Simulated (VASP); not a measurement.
Band structure of BeTe (zinc blende). Level of theory: revPBE GGA, VASP's PBE PAW potentials (set 64) (plane waves; VASP).

Unless said otherwise, spin-orbit coupling is left out, though it shifts the bands of the heavy elements here.

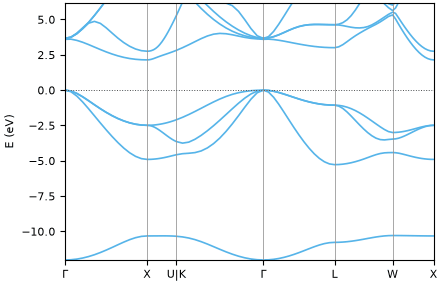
*Bands along high-symmetry lines, zero at the valence-band maximum or, without a gap, the Fermi level*

**Question.** Read the plot: is there a gap, and where are the band edges?

**Answer.** The gap is indirect, 2.14 eV, from the valence maximum at Γ to the conduction minimum at X. (Edges off the drawn lines would not show.)

Measured: gap 2.80 eV (computed value off by -0.66 eV), as given by Das et al., (2018), arXiv:1807.05623.

The compound is BeTe in the zinc blende structure. It was relaxed first.
